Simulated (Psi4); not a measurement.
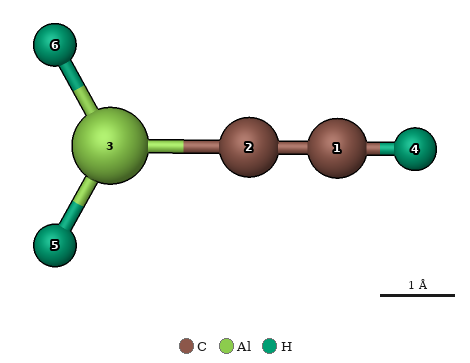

The structure as given in the input (ball-and-stick view, seen on its broad side; atoms are numbered from 1 in the order of the input). Sticks mark near contacts.

**C₂H₃Al: calculation of the molecule and its ions**

- system: C₂H₃Al
- method: EP2/cc-pwCVTZ, RHF (Psi4 1.11)

The geometry comes from this level: PBE0-D4/def2-TZVP.

**Input file (c2h3al.py)**
```python
import psi4

psi4.set_memory('1600 MB')
psi4.set_num_threads(1)
psi4.core.set_output_file('c2h3al.out', False)

geom = psi4.geometry("""
0 1
C     -0.792800    -1.637600    -0.298100
C     -0.266100    -0.564200    -0.106200
Al     0.564800     1.124200     0.195000
H     -1.257000    -2.583100    -0.467400
H      1.356700     1.804700    -0.990500
H      0.436600     1.792000     1.621000
no_reorient
no_com
""")

psi4.set_options({
    'basis': 'cc-pwCVTZ',
    'ep2_num_ip': 4,
    'ep2_num_ea': 2,
    'ints_tolerance': 1e-07,
    'diis_max_vecs': 5,
})

E, wfn = psi4.energy("ep2", return_wfn=True)
print(f'total energy {E:.8f} hartree = {E * 27.211386:.5f} eV')
for k, v in sorted(psi4.core.scalar_variables().items()):
    print(f'{k:45s} {v:18.10f}')
```

Run on 1 thread of Intel Xeon (Granite Rapids), 192 GiB of memory available, shared host.

Command:
```bash
python c2h3al.py
```

**The program's output**
```
SCF Algorithm Type (re)set to DF.

   => Loading Basis Set <=

    Name: CC-PWCVTZ
    Role: ORBITAL
    Keyword: BASIS

         ---------------------------------------------------------
                                   SCF
                              RHF Reference
                        1 Threads,   1525 MiB Core
         ---------------------------------------------------------

  ==> Geometry <==

    Molecular point group: c1
    Full point group: C1

    Geometry (in Angstrom), charge = 0, multiplicity = 1:

       Center              X                  Y                   Z               Mass
    ------------   -----------------  -----------------  -----------------  -----------------
         C           -0.792800000000    -1.637600000000    -0.298100000000    12.000000000000
         C           -0.266100000000    -0.564200000000    -0.106200000000    12.000000000000
         AL           0.564800000000     1.124200000000     0.195000000000    26.981538530000
         H           -1.257000000000    -2.583100000000    -0.467400000000     1.007825032230
         H            1.356700000000     1.804700000000    -0.990500000000     1.007825032230
         H            0.436600000000     1.792000000000     1.621000000000     1.007825032230

  Running in c1 symmetry.

  Rotational constants: A =      4.35396  B =      0.15874  C =      0.15316 [cm^-1]
  Rotational constants: A = 130528.51685  B =   4758.76583  C =   4591.68908 [MHz]
  Nuclear repulsion =   69.410462182866823

  Charge       = 0
  Multiplicity = 1
  Electrons    = 28
  Nalpha       = 14
  Nbeta        = 14

  ==> Algorithm <==

  SCF Algorithm Type is DF.
  DIIS enabled.
  MOM disabled.
  Fractional occupation disabled.
  Guess Type is SAD.
  Energy threshold   = 1.00e-08
  Density threshold  = 1.00e-08
  Integral threshold = 1.00e-07

  ==> Primary Basis <==

  Basis Set: CC-PWCVTZ
    Blend: CC-PWCVTZ
    Number of shells: 67
    Number of basis functions: 187
    Number of Cartesian functions: 212
    Spherical Harmonics?: true
    Max angular momentum: 3

   => Loading Basis Set <=

    Name: (CC-PWCVTZ AUX)
    Role: JKFIT
    Keyword: DF_BASIS_SCF

  ==> Integral Setup <==

  DFHelper Memory: AOs need 0.091 GiB; user supplied 1.118 GiB.
  SCF_SUBTYPE=INCORE selected. In-core MEM_DF algorithm will be used.
  Using in-core AOs.

  ==> MemDFJK: Density-Fitted J/K Matrices <==

    J tasked:                   Yes
    K tasked:                   Yes
    wK tasked:                   No
    Memory [MiB]:              1144
    Algorithm:                 Core
    Schwarz Cutoff:           1E-07
    Mask sparsity (%):      13.6121
    Fitting Condition:        1E-10

   => Auxiliary Basis Set <=

  Basis Set: (CC-PWCVTZ AUX)
    Blend: CC-PVTZ-JKFIT
    Number of shells: 117
    Number of basis functions: 369
    Number of Cartesian functions: 442
    Spherical Harmonics?: true
    Max angular momentum: 4

  Minimum eigenvalue in the overlap matrix is 6.3515492327E-05.
  Reciprocal condition number of the overlap matrix is 1.1340447348E-05.
    Using symmetric orthogonalization.

  ==> Pre-Iterations <==

  SCF Guess: Superposition of Atomic Densities via on-the-fly atomic UHF (no occupation information).

   -------------------------
    Irrep   Nso     Nmo
   -------------------------
     A        187     187
   -------------------------
    Total     187     187
   -------------------------

  ==> Iterations <==

                           Total Energy        Delta E     RMS |[F,P]|

   @DF-RHF iter SAD:  -318.13865094764139   -3.18139e+02   0.00000e+00
   @DF-RHF iter   1:  -319.31220991325915   -1.17356e+00   1.93256e-03 DIIS/ADIIS
   @DF-RHF iter   2:  -319.36270579170565   -5.04959e-02   8.68047e-04 DIIS/ADIIS
   @DF-RHF iter   3:  -319.37558213868539   -1.28763e-02   1.99656e-04 DIIS/ADIIS
   @DF-RHF iter   4:  -319.37634765280302   -7.65514e-04   7.21314e-05 DIIS
   @DF-RHF iter   5:  -319.37648166659250   -1.34014e-04   1.10826e-05 DIIS
   @DF-RHF iter   6:  -319.37648678417111   -5.11758e-06   3.73618e-06 DIIS
   @DF-RHF iter   7:  -319.37648771138350   -9.27212e-07   1.93994e-06 DIIS
   @DF-RHF iter   8:  -319.37648811867211   -4.07289e-07   9.95049e-07 DIIS
   @DF-RHF iter   9:  -319.37648827497588   -1.56304e-07   3.38241e-07 DIIS
   @DF-RHF iter  10:  -319.37648828799030   -1.30144e-08   1.36110e-07 DIIS
   @DF-RHF iter  11:  -319.37648828974937   -1.75908e-09   4.59310e-08 DIIS
   @DF-RHF iter  12:  -319.37648828982117   -7.17932e-11   1.66124e-08 DIIS
   @DF-RHF iter  13:  -319.37648828982873   -7.56017e-12   4.20009e-09 DIIS
  Energy and wave function converged.

  ==> Post-Iterations <==

    Orbital Energies [Eh]
    ---------------------

    Doubly Occupied:

       1A    -58.484011     2A    -11.239259     3A    -11.208314
       4A     -4.897678     5A     -3.213116     6A     -3.210940
       7A     -3.210396     8A     -1.016269     9A     -0.737252
      10A     -0.613094    11A     -0.489532    12A     -0.444362
      13A     -0.402821    14A     -0.394672

    Virtual:

      15A      0.034069    16A      0.121927    17A      0.134505
      18A      0.137375    19A      0.156724    20A      0.174773
      21A      0.186332    22A      0.196632    23A      0.253417
      24A      0.260835    25A      0.295084    26A      0.334187
      27A      0.358475    28A      0.362585    29A      0.397170
      30A      0.420057    31A      0.478886    32A      0.504896
      33A      0.513211    34A      0.529631    35A      0.577401
      36A      0.620835    37A      0.622366    38A      0.638085
      39A      0.664919    40A      0.738967    41A      0.783738
      42A      0.807998    43A      0.821064    44A      0.842625
      45A      0.853084    46A      0.864498    47A      0.880045
      48A      0.893467    49A      0.918589    50A      0.939541
      51A      0.941329    52A      0.970726    53A      1.007292
      54A      1.046665    55A      1.095943    56A      1.120610
      57A      1.128787    58A      1.184150    59A      1.212435
      60A      1.247127    61A      1.267200    62A      1.268248
      63A      1.351839    64A      1.415064    65A      1.425469
      66A      1.481159    67A      1.506372    68A      1.613669
      69A      1.633705    70A      1.678586    71A      1.709093
      72A      1.772178    73A      1.841165    74A      1.849411
      75A      2.026088    76A      2.041266    77A      2.259399
      78A      2.307966    79A      2.430377    80A      2.552159
      81A      2.658233    82A      2.659489    83A      2.703908
      84A      2.805455    85A      2.831229    86A      2.831524
      87A      2.831897    88A      2.951445    89A      2.974776
      90A      3.011648    91A      3.122546    92A      3.153432
      93A      3.162560    94A      3.221851    95A      3.241073
      96A      3.245008    97A      3.246659    98A      3.249335
      99A      3.350836   100A      3.373866   101A      3.421869
     102A      3.424899   103A      3.442488   104A      3.446309
     105A      3.455770   106A      3.524432   107A      3.531976
     108A      3.543049   109A      3.614851   110A      3.628087
     111A      3.646358   112A      3.680218   113A      3.711511
     114A      3.727274   115A      3.751446   116A      3.771415
     117A      3.811153   118A      3.864811   119A      3.877216
     120A      3.937666   121A      4.102387   122A      4.153493
     123A      4.218731   124A      4.251474   125A      4.269220
     126A      4.280835   127A      4.293724   128A      4.303303
     129A      4.331383   130A      4.373325   131A      4.539278
     132A      4.575646   133A      4.686323   134A      4.722752
     135A      4.993216   136A      5.060168   137A      5.172628
     138A      5.195593   139A      5.209000   140A      5.276195
     141A      5.344465   142A      5.452658   143A      5.589604
     144A      5.589826   145A      5.986755   146A      6.019544
     147A      6.330580   148A      6.692029   149A      6.751031
     150A      8.071451   151A      8.513142   152A      8.620337
     153A     10.492546   154A     10.539881   155A     10.753070
     156A     10.759940   157A     11.615631   158A     11.901135
     159A     13.295686   160A     13.438230   161A     13.499188
     162A     13.610109   163A     13.678646   164A     13.734066
     165A     14.330349   166A     14.682319   167A     14.685613
     168A     14.846993   169A     14.857047   170A     14.892960
     171A     14.906425   172A     15.618427   173A     15.638058
     174A     15.657526   175A     17.095649   176A     31.615714
     177A     31.819178   178A     31.952362   179A     34.045176
     180A     50.438831   181A     50.470522   182A     50.636326
     183A     50.640039   184A     51.257269   185A     51.663419
     186A     62.883307   187A     64.434392

    Final Occupation by Irrep:
              A
    DOCC [    14 ]
    NA   [    14 ]
    NB   [    14 ]

  @DF-RHF Final Energy:  -319.37648828982873

   => Energetics <=

    Nuclear Repulsion Energy =             69.4104621828668229
    One-Electron Energy =                -578.4504683560110152
    Two-Electron Energy =                 189.6635178833154498
    Total Energy =                       -319.3764882898287851

Computation Completed

Properties will be evaluated at   0.000000,   0.000000,   0.000000 [a0]

Properties computed using the SCF density matrix

 Multipole Moments:

 ------------------------------------------------------------------------------------
     Multipole            Electronic (a.u.)      Nuclear  (a.u.)        Total (a.u.)
 ------------------------------------------------------------------------------------

 L = 1.  Multiply by 2.5417464519 to convert [e a0] to [Debye]
 Dipole X            :         -2.9856049            2.8823993           -0.1032057
 Dipole Y            :         -4.7789477            4.5682239           -0.2107238
 Dipole Z            :         -0.5524943            0.5145724           -0.0379219
 Magnitude           :                                                    0.2376846

 ------------------------------------------------------------------------------------

	total time  =          2 seconds =       0.03 minutes
   => Loading Basis Set <=

    Name: (CC-PWCVTZ AUX)
    Role: RIFIT
    Keyword: DF_BASIS_EP2

         ---------------------------------------------------------
                  Second-Order Electron Propagator Theory

         ---------------------------------------------------------

  DFHelper Memory: AOs need 0.104 GiB; user supplied 1.192 GiB.
  SCF_SUBTYPE=INCORE selected. In-core MEM_DF algorithm will be used.
  Using in-core AOs.

  ==> Algorithm <==

  Number of orbitals:            6
  Maximum iterations:           20
  Convergence threshold:  5.00e-05

  ==> Iterations <==

   --------------------------------------------
    Iter   Residual RMS      Max RMS    Remain
   --------------------------------------------
      1     0.01976694     0.03943727      6
      2     0.00130031     0.00361537      6
      3     0.00001255     0.00005162      1
      4     0.00001057     0.00004298      0
   --------------------------------------------

  ==> Results <==

    Orbital  Koopmans (eV)     EP2 (eV)   EP2 PS
  ----------------------------------------------
       11A         -13.321       -12.436    0.903
       12A         -12.092       -11.746    0.922
       13A         -10.961       -10.977    0.887
       14A         -10.740       -10.651    0.891
       15A           0.927        -0.095    0.954
       16A           3.318         2.660    0.971
  ----------------------------------------------

  EP2 has completed successfully!

	total time  =          3 seconds =       0.05 minutes
```

**Standard output**
```
total energy -0.00347915 hartree = -0.09467 eV
CURRENT ENERGY                                     -0.0034791516
CURRENT REFERENCE ENERGY                         -319.3764882898
DD SOLVATION ENERGY                                 0.0000000000
EP2 11A ENERGY                                     -0.4570132727
EP2 12A ENERGY                                     -0.4316508687
EP2 13A ENERGY                                     -0.4034121227
EP2 14A ENERGY                                     -0.3914133515
EP2 15A ENERGY                                     -0.0034791516
EP2 16A ENERGY                                      0.0977663769
EP2 ELECTRON AFFINITY                               0.0977663769
EP2 IONIZATION POTENTIAL                           -0.0034791516
HF KINETIC ENERGY                                 319.2498796097
HF POTENTIAL ENERGY                              -638.6263678995
HF TOTAL ENERGY                                  -319.3764882898
HF VIRIAL RATIO                                     2.0003965818
NUCLEAR REPULSION ENERGY                           69.4104621829
ONE-ELECTRON ENERGY                              -578.4504683560
PCM POLARIZATION ENERGY                             0.0000000000
PE ENERGY                                           0.0000000000
SCF ITERATION ENERGY                             -319.3764882898
SCF ITERATIONS                                     13.0000000000
SCF TOTAL ENERGY                                 -319.3764882898
TWO-ELECTRON ENERGY                               189.6635178833
```

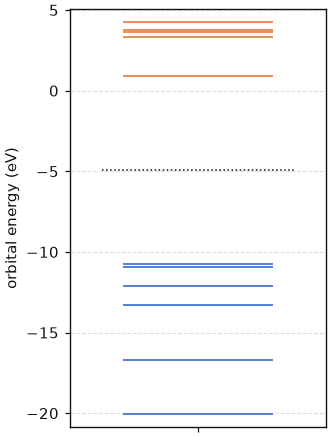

Orbital energies near the frontier; the dotted line parts filled from empty levels, and levels within 0.02 eV of each other stand side by side. Highest filled −10.74 eV, lowest empty 0.93 eV, 11.67 eV apart.

**Results in brief**

| quantity | value |
| --- | --- |
| outcome | converged |
| total energy | −319.376488 hartree |
| basis functions | 187 |
| HOMO | −10.74 eV |
| LUMO | 0.93 eV |
| wall time | 3.9 s |
| peak memory | 0.36 GiB |

**Notes**

Settings chosen away from the usual ones: ints_tolerance set to 1e-07; diis_max_vecs set to 5. These settings are looser than, or depart from, a standard set-up, so the numbers are not reference values for this system.
